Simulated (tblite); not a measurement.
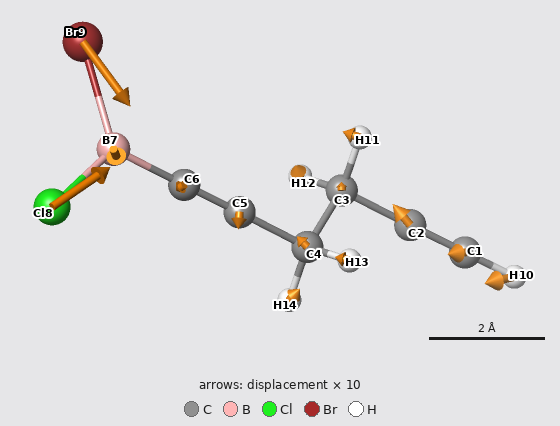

A relaxation of C6H5BBrCl. The starting structure is drawn; orange arrows show the displacements, 10 times their true length. The two geometries are superimposed by the best rigid fit.

Style: ball-and-stick. Shown at a tilt.

All numbers below come from GFN2-xTB geometry optimisation, gas phase (tblite 0.8.0). 

Question: Describe the change and its energy.

Answer: The atom that moves furthest after the best rigid fit is Br9 (0.14 Å). Largest moves by element: Br 0.14 Å, Cl 0.14 Å, H 0.07 Å, B 0.06 Å, C 0.05 Å. Near-neighbour distances that change, for instance: B7–Cl8 1.840 → 1.726 Å, B7–Br9 2.006 → 1.892 Å, C6–B7 1.538 → 1.496 Å, C2–C3 1.483 → 1.448 Å. Among the angles between lasting bonds that change: C3–C4–C5 109.1° → 111.3°. Over 30 geometry steps the energy falls by 32.1 kJ/mol. The run took 0.41 s on 1 thread of Arm Neoverse N1 (shared host).
